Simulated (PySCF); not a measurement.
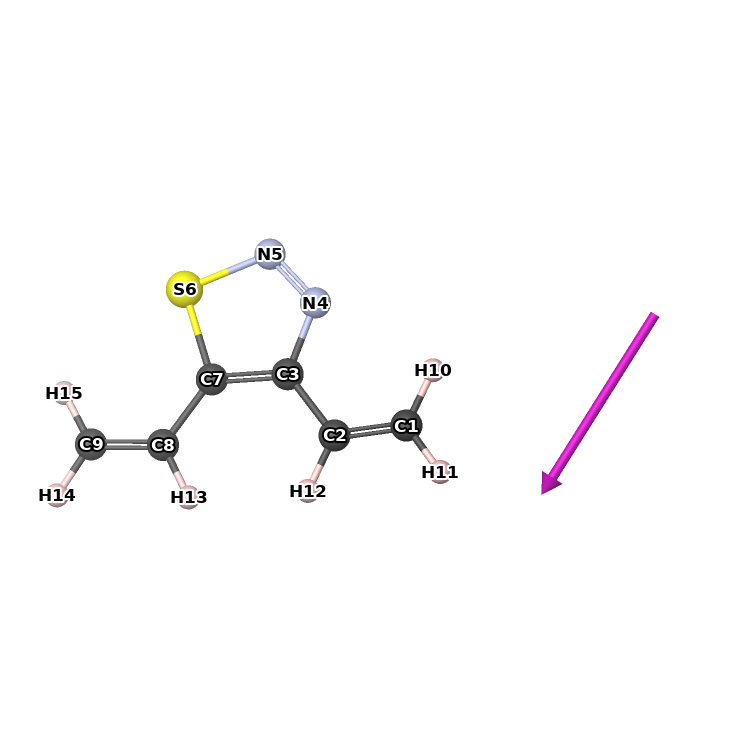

The arrow beside the molecule shows the direction of the dipole moment, from the negative to the positive end (its length means nothing). The geometry was computed by an optimisation with GFN2-xTB. No frequency run is at hand to confirm it as a minimum. Properties computed with CAM-B3LYP/def2-SVPD, gas phase (PySCF 2.14.0).

Question: Estimate the dipole moment.

Answer: 3.71 D; it points from the side of N5 to the side of H14 (the outermost atoms at the two ends).
